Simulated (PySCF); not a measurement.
Molecule: SMILES C#C[SiH2][SiH2]C#N. Atoms near the plane z = 0.0 Å, at the GFN2-xTB optimised geometry (x, y, z in Å): C1 (2.8, 1.2, 0.0), C2 (1.6, 1.2, 0.0), Si3 (-0.3, 1.2, 0.0), Si4 (-1.0, -1.0, 0.4), C5 (-2.7, -1.2, -0.2), N6 (-3.8, -1.2, -0.6), H7 (3.8, 1.2, 0.0), H9 (-0.7, 2.1, 1.1), H11 (-0.3, -2.1, -0.4).

Method: PBE0/def2-TZVP (PySCF). Cells within 0.4 Å of a nucleus heavier than hydrogen are left out (blank, or x). The values are rescaled to run from 0 to 1.

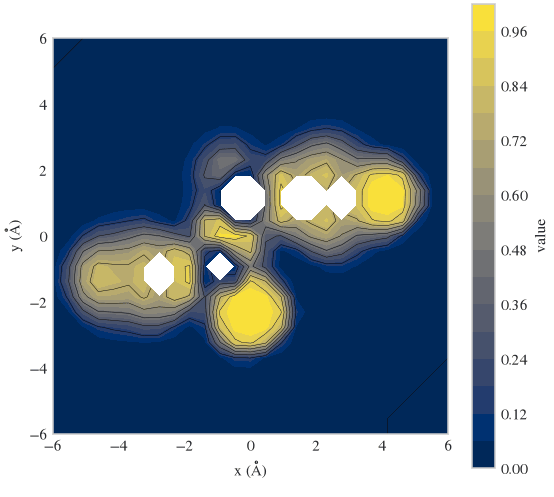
*a field on the plane z = 0.0 Å.*

Problem. Which quantity is mapped?
(A) electron localisation function
(B) deformation density (molecule minus spherical neutral atoms)
(C) log10 of the electron density
(D) electrostatic potential

Solution. A, electron localisation function
